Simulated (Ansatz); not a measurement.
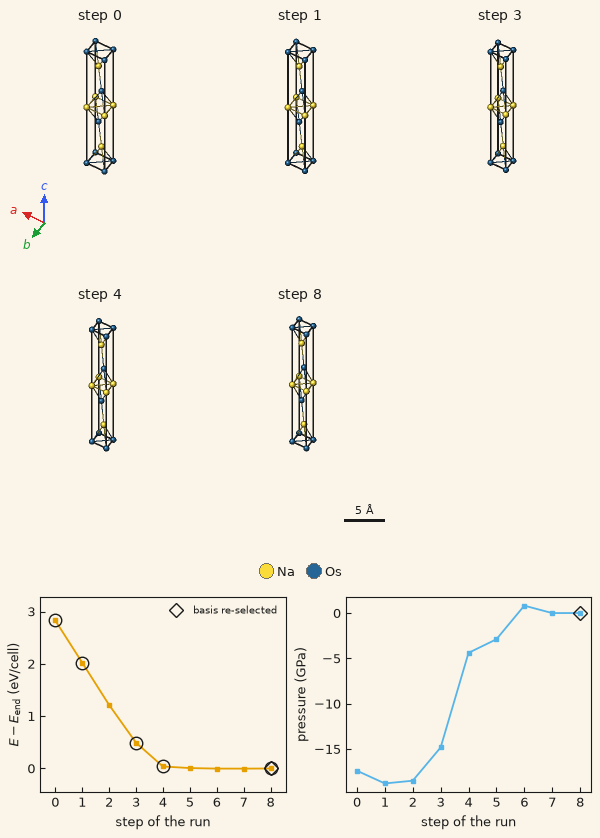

Frames of a relaxation of a crystal of NaOs (a generated structure, set up in R-3m) (coarse preliminary run), marked on the history of the run. A ball-and-stick model of the conventional cell (3 times the calculation's cell), seen from a free direction. Lengths and directions refer to the drawn axes.

All numbers below come from DFT PBE, scalar-relativistic, plane waves, PAW (Ansatz 0.2.0).

Input file:
```yaml
crystal:
  lattice:
    - [1.70620922, 0.98508035, 5.13620587]
    - [-1.70620922, 0.98508035, 5.13620587]
    - [0.0, -1.97016071, 5.13620587]
  atoms:
    - { symbol: Na, position: [0.5, 0.5, 0.5] }
    - { symbol: Os, position: [0.0, 0.0, 0.0] }
basis:
  ecutwfc: 420
kpoints:
  mp_grid: { grid: [6, 6, 6] }
hamiltonian:
  xc: pbe
scf:
  occupations: { method: gaussian, width: 0.1 }
  lower_state_search: "off"
output:
  forces: true
  stress: true
  eigenvalues: true
relax:
  adjacent_minimum: "off"
  f_tol: 0.04
  max_steps: 70
  cell: { stress_tol: 0.4 }
```

Run as
```bash
ansatz run input.yaml --threads 1 --pin off --max-ram 2048MiB --backend cpu --events-out ev --progress --plain --runs-dir out
```

Q: What happens along the run?

A: After 7 accepted moves (8 points after the start) the energy has fallen by 2.829 eV per cell of the calculation. All forces vanish by symmetry, so only the cell relaxes. The pressure goes from −17.38 to 0.01 GPa. At 1 point the geometry stayed and the basis and grid were re-selected for the new cell (energy shift of 2.5 meV per cell of the calculation at most each time). No atom moves by more than 0.005 Å relative to the cell. The drawn cell changes as follows: a = b 3.412 → 2.692 Å (−21.1 %), c 15.409 → 15.755 Å (+2.2 %); the volume changes by −36.4 %. Some distances before and after: Os2–Os2 3.412 → 2.692 Å, Na1–Na1 3.412 → 2.692 Å, Na1–Os2 3.237 → 3.051 Å. The space group stays R-3m (No. 166). From step 0 to 1: volume −9.9 %, energy −0.804 eV per cell of the calculation. From step 1 to 3: volume −19.6 %, energy −1.532 eV per cell of the calculation. From step 3 to 4: volume −10.3 %, energy −0.455 eV per cell of the calculation. From step 4 to 8: volume −2.1 %, energy −38.6 meV per cell of the calculation.
